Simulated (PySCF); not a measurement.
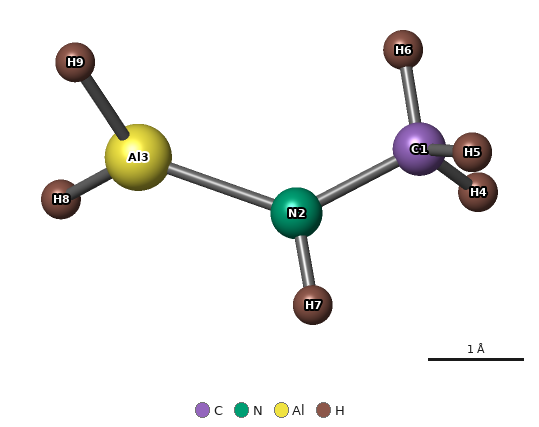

*The structure as given in the input (ball-and-stick view, seen at a tilt; atoms are numbered from 1 in the order of the input). Sticks mark near contacts.*

# NMR shielding calculation of CH6AlN

The run: NMR shielding calculation of CH6AlN, SMILES C[NH][AlH2]. Method and program: GIAO PBE0/pcSseg-1 NMR shielding, non-relativistic, gas phase (PySCF 2.14.0).

The geometry comes from this level: GFN2-xTB. It belongs to a series of runs on one base structure; here: H on Al replaced by NHCH3. Figures and captions count atoms from 1; the log counts them from 0 in places.

**Input file**
```
{"job": {"kind": "nmr", "xc": "PBE0", "basis": "pcSseg-1"}, "charge": 0, "multiplicity": 1}
C     -1.237162    -0.450951     0.025844
N     -0.114153     0.434989    -0.291141
Al     1.618041     0.338289     0.125826
H     -1.673203    -0.881453    -0.880688
H     -2.023787     0.079760     0.569680
H     -0.875435    -1.264154     0.654184
H     -0.469111     1.205604    -0.854120
H      2.671038    -0.014735    -0.943139
H      2.117333     0.558646     1.568375
```

The first line tells a small driver script what to run in PySCF; the rest is the geometry in Å.

Machine: 1 CPU thread, shared host.

Run as:
```bash
OMP_NUM_THREADS=1 python <driver script> task.json out
```

**Output**
```
coarse grid: 7496 points
cycle   1  E = -338.5740522134  dE = -2.075e-02  |g| = 4.320e-01  |ddm| = 2.527e+00
cycle   2  E = -338.5240870102  dE =  4.997e-02  |g| = 6.418e-01  |ddm| = 9.557e-01
cycle   3  E = -338.6172801521  dE = -9.319e-02  |g| = 4.904e-02  |ddm| = 6.338e-01
cycle   4  E = -338.6177981028  dE = -5.180e-04  |g| = 1.594e-02  |ddm| = 5.322e-02
cycle   5  E = -338.6178508125  dE = -5.271e-05  |g| = 4.945e-03  |ddm| = 1.325e-02
cycle   6  E = -338.6178565615  dE = -5.749e-06  |g| = 4.151e-04  |ddm| = 3.509e-03
final grid: 66328 points
cycle   7  E = -338.6322933328  dE = -8.507e-06  |g| = 6.193e-03  |ddm| = 1.191e-02
cycle   8  E = -338.6322862657  dE =  7.067e-06  |g| = 8.337e-03  |ddm| = 1.192e-02
cycle   9  E = -338.6323023796  dE = -1.611e-05  |g| = 8.058e-04  |ddm| = 7.133e-03
cycle  10  E = -338.6323025111  dE = -1.315e-07  |g| = 1.222e-04  |ddm| = 5.746e-04
cycle  11  E = -338.6323025142  dE = -3.138e-09  |g| = 1.888e-05  |ddm| = 1.004e-04
cycle  12  E = -338.6323025143  dE = -7.230e-11  |g| = 3.383e-06  |ddm| = 2.271e-05
```

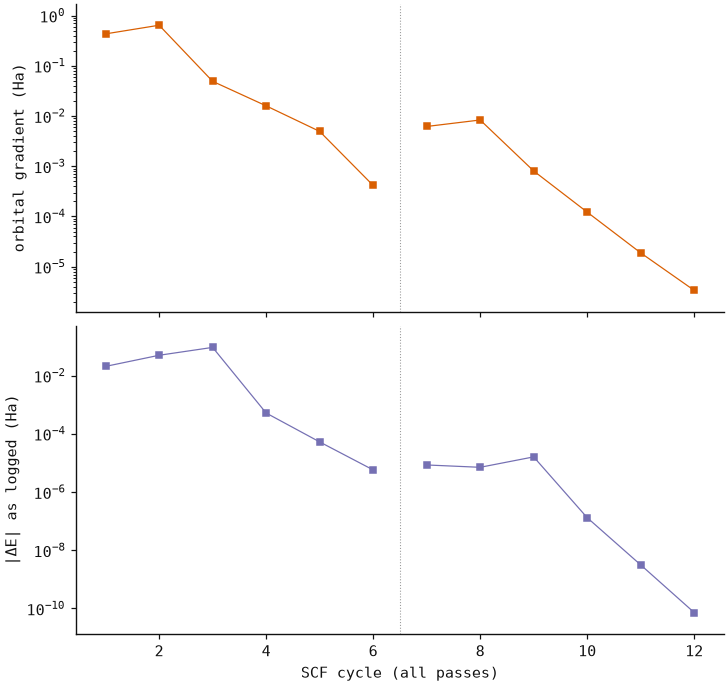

*Convergence of the self-consistent field: orbital gradient and size of the energy change against the SCF cycle. The dotted line marks the change from a coarse to the final integration grid.*

The first 6 cycles use a coarse grid, the final grid takes over at cycle 7, and the field converges after 12 cycles in all.

```
converged SCF energy = -338.6323025143

GIAO shielding tensors (ppm)
atom      isotropic    diamagn.    paramagn.     s11        s22        s33       span
  0 C      154.239     241.515     -87.277    126.595    152.063    184.058     57.464
  1 N      245.316     320.217     -74.901    205.885    239.376    290.686     84.801
  2 Al     332.541     794.779    -462.238    255.618    365.385    376.620    121.002
  3 H       28.500      28.101       0.398     23.291     26.900     35.307     12.015
  4 H       28.540      28.052       0.488     23.314     26.812     35.496     12.182
  5 H       28.987      29.172      -0.185     25.105     27.221     34.634      9.529
  6 H       31.874      32.048      -0.174     23.226     30.750     41.646     18.421
  7 H       26.739      28.933      -2.194     23.476     24.965     31.777      8.301
  8 H       26.671      29.094      -2.423     23.607     24.936     31.470      7.864
```

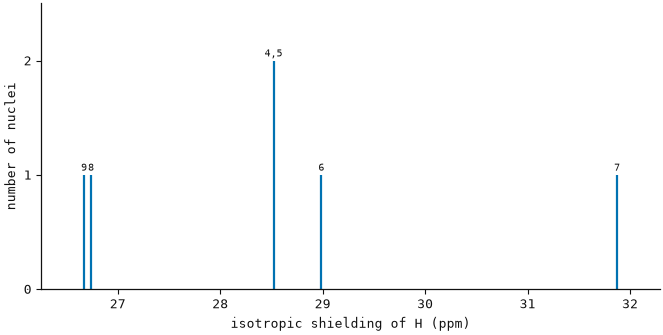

*Isotropic shieldings of the hydrogen nuclei in this fixed geometry, labelled by atom number; shielding grows to the right, so chemical shift grows to the left.*

The least shielded is H9 (26.7 ppm), the most shielded H7 (31.9 ppm).

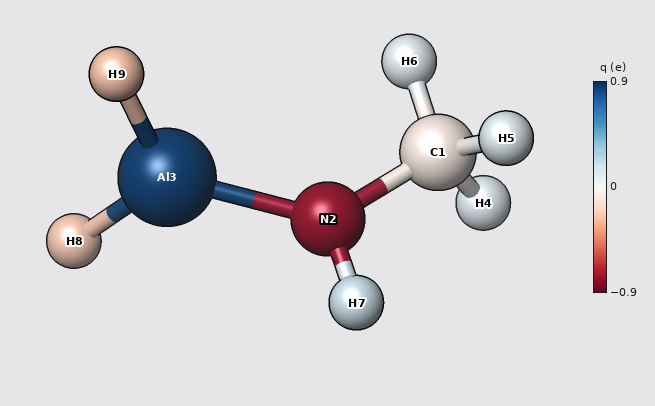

*Mulliken charges, as the colour of each atom (ball-and-stick view, seen at a tilt; atoms are numbered from 1 in the order of the input).*

By element: C −0.07, N −0.79, Al +0.86 and H −0.24 to +0.19 e.

**Results in brief**

```tsv
quantity	value
outcome	converged
total energy	−338.632303 hartree
HOMO	−6.24 eV
LUMO	−1.24 eV
dipole moment	1.24 D
isotropic shielding, C	154.2 ppm
isotropic shielding, N	245.3 ppm
isotropic shielding, Al	332.5 ppm
isotropic shielding, H	26.7 to 31.9 ppm
wall time	5 s
peak memory	0.39 GiB
```
